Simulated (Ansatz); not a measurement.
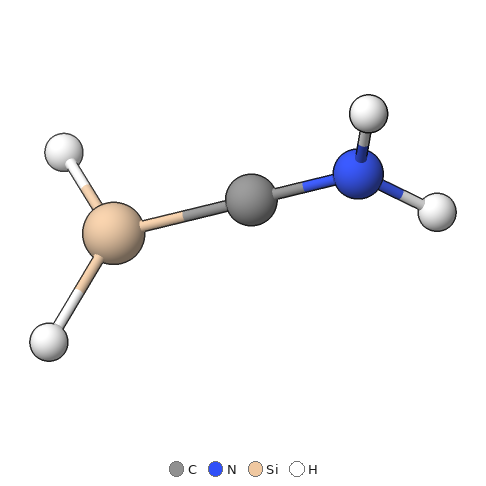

The structure as it stands in the input.

The calculation was set up as follows.

```yaml
crystal:
  periodic: [false, false, false]
  atoms:
    - {symbol: C, position_ang: [-0.170362, -0.036916, -0.063851]}
    - {symbol: N, position_ang: [-1.317054, -0.280532, -0.496326]}
    - {symbol: Si, position_ang: [1.306301, 0.278091, 0.492469]}
    - {symbol: H, position_ang: [-1.448537, -0.795580, -1.366865]}
    - {symbol: H, position_ang: [-2.144537, 0.030724, 0.012390]}
    - {symbol: H, position_ang: [1.933037, 1.530966, 0.057315]}
    - {symbol: H, position_ang: [1.909807, -0.712177, 1.390750]}
basis:
  gaussian: {orbitals: def2-SVP}
total_charge: 1
hamiltonian: {xc: pbe, dispersion: d4}
relax: {f_tol: 0.03, max_steps: 250}
```

It was started with:

```sh
ansatz run in.yaml --threads 2 --pin off --events-out ev --progress --plain --max-ram 4352MiB
```

Result (its end):

```
mean field -10448.51574582 eV, -383.9758714006 hartree, gradient 1.8e-5 eV, S^2 0.000000; 1 other end points of the search recorded, 0 dependent functions left out
the calculation of the forces begins
reference -10448.51577559 eV, -383.9758724945 hartree; 15, 15 occupied and 51, 51 virtual orbitals, 758 factors
Total energy: -10448.60499474 eV, -383.9791512378 hartree
Atom 0 at    -0.192786    -0.041241    -0.072548 Å, force     0.002459     0.000318     0.000990 eV/Å
Atom 1 at    -1.357035    -0.289118    -0.511413 Å, force    -0.001546    -0.000400    -0.000618 eV/Å
Atom 2 at     1.387690     0.295539     0.523030 Å, force     0.000398    -0.000209     0.000308 eV/Å
Atom 3 at    -1.522849    -0.810796    -1.395438 Å, force     0.000795    -0.003715    -0.002302 eV/Å
Atom 4 at    -2.218844     0.013790    -0.014759 Å, force    -0.002400     0.003349     0.001846 eV/Å
Atom 5 at     1.998548     1.570276     0.066213 Å, force     0.000074     0.001260     0.000934 eV/Å
Atom 6 at     1.973930    -0.723875     1.430797 Å, force     0.000219    -0.000603    -0.001159 eV/Å
Dipole moment:    -0.360266    -0.076739    -0.135782 e Å
```
